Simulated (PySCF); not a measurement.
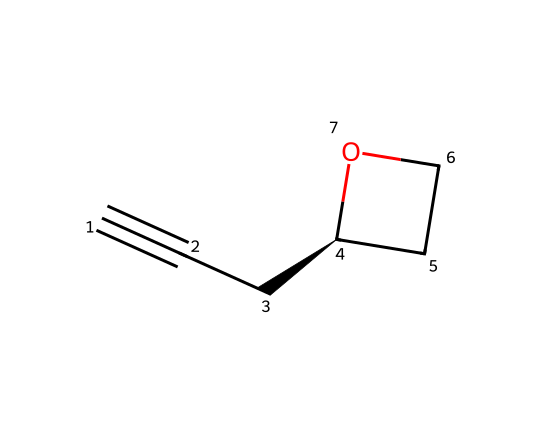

A structural formula, with wedges where it has stereocentres; small numbers name the atoms. The configuration is that of a computed structure (GFN2-xTB).

Assign CIP descriptors.

Answer. C4: R.

Give a SMILES with the stereochemistry.

Answer. C#CC[C@@H]1CCO1
